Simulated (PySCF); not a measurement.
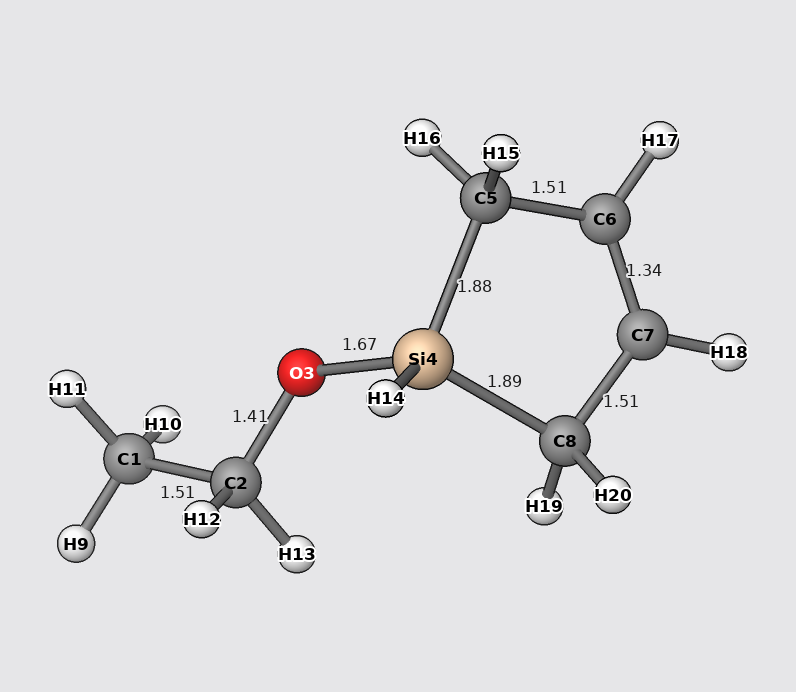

The numbers beside the sticks are distances in Å. Sticks don't show bond order. The geometry was computed by an optimisation with PBE0-D3(BJ)/def2-SVP. No frequency run is at hand to confirm it as a minimum.

Assign a bond order to each marked bond.

C1–C2 single; C2–O3 single; O3–Si4 single; Si4–C5 single; Si4–C8 single; C5–C6 single; C6–C7 double; C7–C8 single.

Write the SMILES.

CCO[SiH]1CC=CC1
